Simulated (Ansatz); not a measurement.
# What Ta2NO2 monolayer distorts into, part 2 of 3

Aim: this structure of Ta2NO2 monolayer is to be tested for unstable modes, and one is followed downhill.

Ansatz 0.2.0; DFT PBEsol, scalar-relativistic, plane waves, PAW; PAW set soft_1.

So far, highest frequency on the path or at a solved wavevector (cm⁻¹): step 2 (phonons on a q mesh) 650. Also lowest frequency on the path (cm⁻¹): step 2 -161.

## (5) Energy along the mode, all amplitudes (two of the runs are shown above)

An imaginary frequency means negative curvature, so the energy should fall and then rise again as anharmonic terms take over.

This step gave:

- depth at the lowest point sampled: 1.783 meV/atom
- largest atomic shift at that point: 0.08 Å

Energy from the parent against largest atomic shift:

```csv
largest atomic shift (Å),energy from the parent (meV/atom)
0.0000,0
0.0400,-0.622
0.0800,-1.78
0.1400,2.43
0.2200,44.6
```

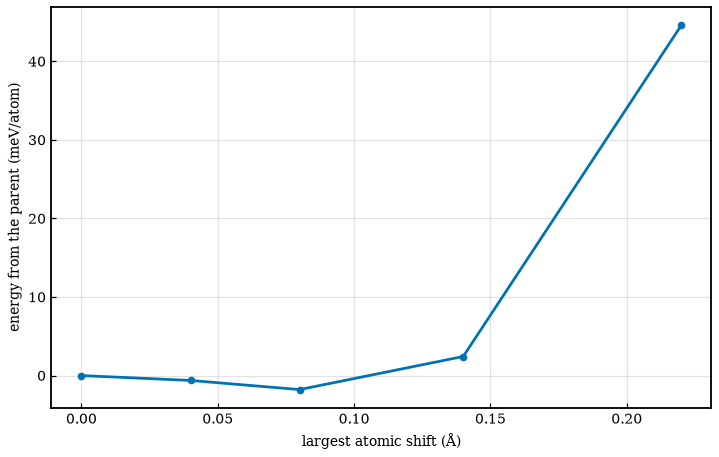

Energy from the parent, plotted against largest atomic shift.

Displacement at unit largest shift by atom:

```csv
atom,x (Å),y (Å),z (Å),size
N1,0.000,0.975,0.222,1.000
N2,0.000,-0.975,-0.222,1.000
Ta3,0.000,-0.501,-0.615,0.793
Ta4,0.000,0.501,0.615,0.793
Ta5,0.000,0.501,0.615,0.793
Ta6,0.000,-0.501,-0.615,0.793
O7,0.000,-0.122,0.323,0.345
O8,0.000,0.122,-0.323,0.345
O9,0.000,0.122,-0.323,0.345
O10,0.000,-0.122,0.323,0.345
```

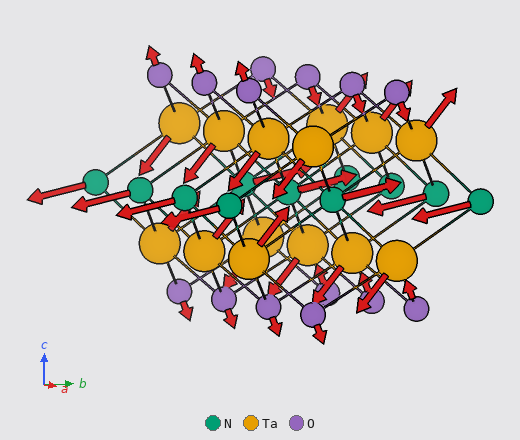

Displacement at unit largest shift as arrows, the longest 1.000 Å. 3×1×1 cells are drawn. Some periodic images of atoms are drawn too.

The lowest of the steps tried is at 0.08 Å, 1.78 meV/atom below the parent; the bottom of the well need not coincide with a step.

## (6) Relaxing from the distorted cell

Starting from the lowest point found, all atoms and the cell are let go, so that strain and other modes of the same symmetry can join in.

Input file input.yaml:

```yaml
crystal:
  lattice:
    - [3.1012477371, 0.0, 0.0]
    - [0.0, 5.3715186475, 0.0]
    - [0.0, 0.0, 32.6]
  atoms:
    - { symbol: "N", position: [0.5, 0.5145202693, 0.3072943062] }
    - { symbol: "N", position: [0.0, -0.0145202693, 0.3062026264] }
    - { symbol: Ta, position: [0.0, 0.3258762719, 0.3415383262] }
    - { symbol: Ta, position: [0.5, 0.8407903948, 0.3445586381] }
    - { symbol: Ta, position: [0.5, 0.1741237281, 0.2719586064] }
    - { symbol: Ta, position: [1.0, 0.6592096052, 0.2689382945] }
    - { symbol: O, position: [0.5, 0.1648437498, 0.3769029016] }
    - { symbol: O, position: [1.0, 0.6684895835, 0.3753195059] }
    - { symbol: O, position: [0.0, 0.3351562502, 0.236594031] }
    - { symbol: O, position: [0.5, 0.8315104165, 0.2381774266] }
  periodic: [true, true, false]
kpoints:
  mp_grid: { grid: [12, 8, 1] }
hamiltonian:
  xc: pbesol
  pseudopotentials: { kind: paw, azcp: { folder: soft_1 }, xc_functional: pbe }
scf:
  occupations: { method: methfessel_paxton, width: 0.2 }
output:
  forces: true
  stress: true
  eigenvalues: true
  write_density: true
  write_potential: true
  elf: true
  volumetric_format: npy
relax:
  adjacent_minimum: "off"
  f_tol: 0.002
  max_steps: 120
  cell: { stress_2d_tol: 0.005 }
```

On the command line:

```bash
$ ansatz run input.yaml --threads 4 --pin off --max-ram 16384MiB --backend cpu --events-out ev --progress --plain --runs-dir out
```

Numbers of over 12 decimals in the logs are rounded to 6 here.

What it wrote:

```text
[...]
Crystal: 10 atoms, lattice volume = 543.064 Å³
Basis set: ecut = 420 eV, 10623 PW (Γ), exchange–correlation on 48×72×450 points (8 copies of the dense FFT grid, shifted against one another)
Bands: 53, of which v1, the nominal top of the filled ones, is band 43 counted from 1 (42 counted from 0)
Symmetry: 4 space group operations
[...]
k-points: 35 of 96
[...]
SCF iter   1: F=—  HF=-42248.045830 eV  |F-HF|=—  |Δ(HF+E_count)|=         —  Δρ=7.28e-2  dr2=3.29e1  ethr=3.10e-3  ⟨swp⟩=11.0  Hψ=12118  notcnv=0
[...]
SCF iter  11: F=-42239.148942 eV  HF=-42239.148942 eV  |F-HF|=2.44e-9  |Δ(HF+E_count)|=   2.44e-8  S|Δr|=    0.00e0  Δρ=1.78e-7  dr2=1.33e-10  ethr=2.75e-12  ⟨swp⟩=12.9  Hψ=18320  notcnv=0
SCF 1 converged in 11 iterations: F = -42239.148942 eV  dr2 = 1.33e-10
[...]
relax step   1: F+E_penalty+E_count = -42239.14894236 eV  Δ(F+E_penalty+E_count) = +0.000e0 eV  max|allowed force component| = 2.714e-1 eV/Å  Δτ_max = 0.0000 Å  P = +0.191 N/m  Ω = 543.064 Å³  fix = [c, alpha, beta]  reactions: c +0.000 N/m; alpha +0.000 N/m/rad  (11 SCF iters, dr2 threshold 1.00e-7 eV, accepted)
Crystal: 10 atoms, lattice volume = 542.794 Å³
Basis set: ecut = 420 eV, 10619 PW (Γ), exchange–correlation on 48×72×450 points (8 copies of the dense FFT grid, shifted against one another)
[...]
iter 1 solved again at ethr=1.12e-5 eV; its pass at ethr=3.10e-3 eV (dr2=9.66e-3 eV) is discarded
[...]
SCF iter   5: F=-42239.160195 eV  HF=-42239.160194 eV  |F-HF|=4.17e-7  |Δ(HF+E_count)|=   6.99e-7  S|Δr|=    0.00e0  Δρ=6.74e-6  dr2=1.15e-7  ethr=1.16e-9  ⟨swp⟩=32.7  Hψ=27724  notcnv=0
SCF 2 converged in 5 iterations: F = -42239.160195 eV  dr2 = 1.15e-7
relax step   2: F+E_penalty+E_count = -42239.16019489 eV  Δ(F+E_penalty+E_count) = -1.125e-2 eV  max|allowed force component| = 2.843e-1 eV/Å  Δτ_max = 0.0188 Å  P = -0.044 N/m  Ω = 542.794 Å³  energy of the carried Pulay correction = +1.370e-4 eV  fix = [c, alpha, beta]  reactions: c +0.000 N/m; alpha +0.000 N/m/rad  (5 SCF iters, dr2 threshold 1.00e-6 eV, accepted)
Crystal: 10 atoms, lattice volume = 543.645 Å³
Basis set: ecut = 420 eV, 10633 PW (Γ), exchange–correlation on 48×72×450 points (8 copies of the dense FFT grid, shifted against one another)
[...]
SCF iter   5: F=-42239.168841 eV  HF=-42239.168840 eV  |F-HF|=5.32e-7  |Δ(HF+E_count)|=   1.40e-7  S|Δr|=    0.00e0  Δρ=5.11e-6  dr2=7.70e-8  ethr=1.16e-9  ⟨swp⟩=33.6  Hψ=28319  notcnv=0
SCF 3 converged in 5 iterations: F = -42239.168841 eV  dr2 = 7.70e-8
relax step   3: F+E_penalty+E_count = -42239.16884057 eV  Δ(F+E_penalty+E_count) = -8.646e-3 eV  max|allowed force component| = 2.968e-1 eV/Å  Δτ_max = 0.0168 Å  P = -0.140 N/m  Ω = 543.645 Å³  energy of the carried Pulay correction = -2.942e-4 eV  fix = [c, alpha, beta]  reactions: c +0.000 N/m; alpha -0.000 N/m/rad  (5 SCF iters, dr2 threshold 1.00e-6 eV, accepted)
[... from here on, the SCF cycles and remarks between the steps are left out ...]
relax step   4: F+E_penalty+E_count = -42239.21409411 eV  Δ(F+E_penalty+E_count) = -4.525e-2 eV  max|allowed force component| = 3.547e-1 eV/Å  Δτ_max = 0.0953 Å  P = -0.284 N/m  Ω = 545.533 Å³  energy of the carried Pulay correction = -1.249e-3 eV  fix = [c, alpha, beta]  reactions: c -0.000 N/m; alpha -0.000 N/m/rad  (8 SCF iters, dr2 threshold 1.00e-6 eV, accepted)
relax step   5: F+E_penalty+E_count = -42238.92869822 eV  Δ(F+E_penalty+E_count) = +2.854e-1 eV  max|allowed force component| = 2.027e0 eV/Å  Δτ_max = 0.1850 Å  P = +1.407 N/m  Ω = 546.625 Å³  energy of the carried Pulay correction = -1.799e-3 eV  fix = [c, alpha, beta]  (8 SCF iters, dr2 threshold 1.00e-6 eV, rejected (line search))
relax step   6: F+E_penalty+E_count = -42239.24165723 eV  Δ(F+E_penalty+E_count) = -2.756e-2 eV  max|allowed force component| = 1.729e-1 eV/Å  Δτ_max = 0.0476 Å  P = +0.134 N/m  Ω = 544.725 Å³  energy of the carried Pulay correction = -8.406e-4 eV  fix = [c, alpha, beta]  reactions: c +0.000 N/m; alpha +0.000 N/m/rad  (16 SCF iters, accepted)
relax step   7: F+E_penalty+E_count = -42239.24333354 eV  Δ(F+E_penalty+E_count) = -1.676e-3 eV  max|allowed force component| = 1.476e-1 eV/Å  Δτ_max = 0.0108 Å  P = -0.305 N/m  Ω = 545.503 Å³  energy of the carried Pulay correction = -1.234e-3 eV  fix = [c, alpha, beta]  reactions: c -0.000 N/m; alpha -0.000 N/m/rad  (5 SCF iters, dr2 threshold 1.00e-6 eV, accepted)
relax step   8: F+E_penalty+E_count = -42239.24630785 eV  Δ(F+E_penalty+E_count) = -2.974e-3 eV  max|allowed force component| = 3.416e-2 eV/Å  Δτ_max = 0.0092 Å  P = -0.055 N/m  Ω = 544.361 Å³  energy of the carried Pulay correction = -6.566e-4 eV  fix = [c, alpha, beta]  reactions: c +0.000 N/m; alpha -0.000 N/m/rad  (5 SCF iters, dr2 threshold 1.00e-6 eV, accepted)
relax step   9: F+E_penalty+E_count = -42239.24642425 eV  Δ(F+E_penalty+E_count) = -1.164e-4 eV  max|allowed force component| = 6.182e-3 eV/Å  Δτ_max = 0.0012 Å  P = +0.025 N/m  Ω = 544.278 Å³  energy of the carried Pulay correction = -6.148e-4 eV  fix = [c, alpha, beta]  reactions: c -0.000 N/m; alpha +0.000 N/m/rad  (5 SCF iters, dr2 threshold 7.29e-8 eV, accepted)
relax step  10: F+E_penalty+E_count = -42239.24641376 eV  Δ(F+E_penalty+E_count) = +1.049e-5 eV  max|allowed force component| = 1.869e-3 eV/Å  Δτ_max = 0.0005 Å  P = -0.004 N/m  Ω = 544.308 Å³  energy of the carried Pulay correction = -6.297e-4 eV  fix = [c, alpha, beta]  reactions: c -0.000 N/m; alpha -0.000 N/m/rad  (6 SCF iters, dr2 threshold 2.39e-9 eV, accepted)
relax step  11: F+E_penalty+E_count = -42239.24641180 eV  Δ(F+E_penalty+E_count) = +1.955e-6 eV  max|allowed force component| = 7.395e-4 eV/Å  Δτ_max = 0.0001 Å  P = -0.001 N/m  Ω = 544.312 Å³  energy of the carried Pulay correction = -6.320e-4 eV  fix = [c, alpha, beta]  reactions: c -0.000 N/m; alpha -0.000 N/m/rad  (6 SCF iters, dr2 threshold 4.21e-11 eV, accepted)
relax step  12: F+E_penalty+E_count = -42239.24779118 eV  Δ(F+E_penalty+E_count) = -1.379e-3 eV  max|allowed force component| = 5.285e-4 eV/Å  Δτ_max = 0.0000 Å  P = +0.013 N/m  Ω = 544.312 Å³  fix = [c, alpha, beta]  reactions: c +0.000 N/m; alpha +0.000 N/m/rad  stress off target by 6.89e-2 N/m on what of the cell is left free  SCF on the basis re-selected at this cell (its energy is not comparable with the rows above)  (9 SCF iters)
relax step  13: F+E_penalty+E_count = -42239.24780417 eV  Δ(F+E_penalty+E_count) = -1.298e-5 eV  max|allowed force component| = 1.035e-2 eV/Å  Δτ_max = 0.0014 Å  P = +0.018 N/m  Ω = 544.323 Å³  energy of the carried Pulay correction = -3.599e-6 eV  fix = [c, alpha, beta]  reactions: c -0.000 N/m; alpha +0.000 N/m/rad  (6 SCF iters, dr2 threshold 5.59e-9 eV, accepted)
relax step  14: F+E_penalty+E_count = -42239.24779231 eV  Δ(F+E_penalty+E_count) = +1.186e-5 eV  max|allowed force component| = 2.371e-3 eV/Å  Δτ_max = 0.0005 Å  P = -0.004 N/m  Ω = 544.365 Å³  energy of the carried Pulay correction = -2.459e-5 eV  fix = [c, alpha, beta]  reactions: c -0.000 N/m; alpha +0.000 N/m/rad  (5 SCF iters, dr2 threshold 6.69e-9 eV, accepted)
relax step  15: F+E_penalty+E_count = -42239.24779368 eV  Δ(F+E_penalty+E_count) = -1.367e-6 eV  max|allowed force component| = 9.062e-4 eV/Å  Δτ_max = 0.0002 Å  P = -0.001 N/m  Ω = 544.364 Å³  energy of the carried Pulay correction = -2.374e-5 eV  fix = [c, alpha, beta]  reactions: c +0.000 N/m; alpha -0.000 N/m/rad  (6 SCF iters, dr2 threshold 3.51e-10 eV, accepted)
[...]
SCF iter   1: F=—  HF=-42239.247940 eV  |F-HF|=—  |Δ(HF+E_count)|=         —  Δρ=5.94e-6  dr2=8.39e-9  ethr=9.63e-8  ⟨swp⟩=8.6  Hψ=23702  notcnv=0
eigensolver tolerance schedule: the retry pair's looser diagonalisation over-reported the residual by 9866.69 of it (diagonalisation noise at 0.44 of the residual, at the tolerance the schedule requests for it); recorded, not acted on — ethr = c·dr2/N_el stays at c = 1.0e-1
SCF iter   2: F=—  HF=-42239.247847 eV  |F-HF|=—  |Δ(HF+E_count)|=   9.26e-5  S|Δr|=    0.00e0  Δρ=1.53e-6  dr2=8.50e-9  ethr=9.76e-12  ⟨swp⟩=7.6  Hψ=9537  notcnv=0
[...]
SCF iter   7: F=-42239.247847 eV  HF=-42239.247847 eV  |F-HF|=6.55e-10  |Δ(HF+E_count)|=   3.88e-8  S|Δr|=    0.00e0  Δρ=6.73e-9  dr2=2.17e-13  ethr=1.00e-12  ⟨swp⟩=19.7  Hψ=13482  notcnv=0
SCF 16 converged in 7 iterations: F = -42239.247847 eV  dr2 = 2.17e-13
relax step  16: F+E_penalty+E_count = -42239.24784733 eV  Δ(F+E_penalty+E_count) = -5.365e-5 eV  max|allowed force component| = 9.161e-4 eV/Å  Δτ_max = 0.0000 Å  P = -0.000 N/m  Ω = 544.364 Å³  fix = [c, alpha, beta]  reactions: c +0.000 N/m; alpha +0.000 N/m/rad  stress off target by 1.25e-3 N/m on what of the cell is left free  SCF on the basis re-selected at this cell (its energy is not comparable with the rows above)  (7 SCF iters)
[...]
WARN: The output density's exchange-correlation potential varies sharply where the density is thin. Do not read a vacuum level from v_tot or v_xc, or from such a field of the output density. On a cell that repeats whose density bears no net charge and no dipole along the vacuum's axis use v_es (v_loc + v_h of the components); under efield.dipole_correction with no amplitude use v_es + v_field, which holds any externa [...]
SCF converged after 7 iterations
[...]
Free energy (F): -42239.247847 eV
[...]
Internal energy: -42239.250932 eV  (E = F + TS)
E sigma→0 (E₀):  -42239.248618 eV
Entropy (-TS):   0.003084 eV (0.308 meV/atom)
Fermi energy:    -4.914538 eV
[...]
--- Forces (eV/Å), atoms counted from 1 ---
  atom   1  N      0.00000000    -0.00057268     0.00037306
  atom   2  N      0.00000000     0.00057268    -0.00037306
  atom   3  Ta     0.00000000    -0.00042549    -0.00070968
  atom   4  Ta     0.00000000     0.00058208    -0.00022445
  atom   5  Ta     0.00000000     0.00042549     0.00070968
  atom   6  Ta     0.00000000    -0.00058208     0.00022445
  atom   7  O      0.00000000    -0.00029849     0.00091606
  atom   8  O      0.00000000    -0.00005569    -0.00014651
  atom   9  O      0.00000000     0.00029849    -0.00091606
  atom  10  O      0.00000000     0.00005569     0.00014651
  max |Σ_I F_I| component: 1.36e-20 eV/Å
--- 2D stress c σ (N/m, compression-positive) ---
       -0.001255      -0.000000       0.000000
       -0.000000       0.000320      -0.000000
        0.000000      -0.000000       0.000000
  P = ½ c Tr σ = -0.0005 N/m
--- Band table (eV; the first three rows and the last of 35) ---
  k-point 0: bands = [... 39 lower, -8.9652, -7.4416, -6.3338, -5.6085, -5.3134, -3.7884, -3.5983, -3.5352, ... 6 higher]
  k-point 1: bands = [... 39 lower, -8.9651, -7.4425, -6.3030, -5.5069, -5.2885, -3.7892, -3.5551, -3.5467, ... 6 higher]
  k-point 2: bands = [... 39 lower, -8.8849, -7.4304, -6.3319, -5.2527, -5.1777, -3.8441, -3.5835, -3.4652, ... 6 higher]
  k-point 34: bands = [... 39 lower, -9.3291, -7.1387, -7.1387, -4.1110, -4.1110, -3.0114, -3.0114, -2.6746, ... 6 higher]
--- Relaxed structure (14 steps of the walk, 13 accepted, 2 SCFs on fresh bases) ---
  F+E_penalty+E_count = -42239.24784733 eV   max|allowed force component| = 9.161e-4 eV/Å   (the final SCF, on the basis selected at the relaxed cell)
  cell:  # Å, volume = 544.3636 Å³
    - [3.055093, 0.0, 0.0]
    - [0.0, 5.465715, 0]
    - [0.0, 0, 32.6]
  atoms:
    - { symbol: N, position: [0.500000, 0.526873, 0.306863] }
    - { symbol: N, position: [0, -0.026873, 0.306634] }
    - { symbol: Ta, position: [0, 0.333482, 0.340339] }
    - { symbol: Ta, position: [0.500000, 0.867425, 0.347265] }
    - { symbol: Ta, position: [0.500000, 0.166518, 0.273158] }
    - { symbol: Ta, position: [1.000000, 0.632575, 0.266232] }
    - { symbol: O, position: [0.500000, 0.173309, 0.378318] }
    - { symbol: O, position: [1.000000, 0.672199, 0.374120] }
    - { symbol: O, position: [0, 0.326691, 0.235179] }
    - { symbol: O, position: [0.500000, 0.827801, 0.239377] }
```

The job ended after 6.6 min (4 threads of Arm Neoverse V2, shared host; peak memory 1.6 GiB; 26 min of CPU time).

(Part 2 of 3 ends here.)

[Logs are printed without paths, hosts, clocks, repeated set-up lines and the standing remarks that a program may print on its own settings, such as how far it seeks lower states.]

[Hosts, paths, dates, database ids (printed as entryN), source tags and the programs' standing remarks are cut or masked in the printed files.]
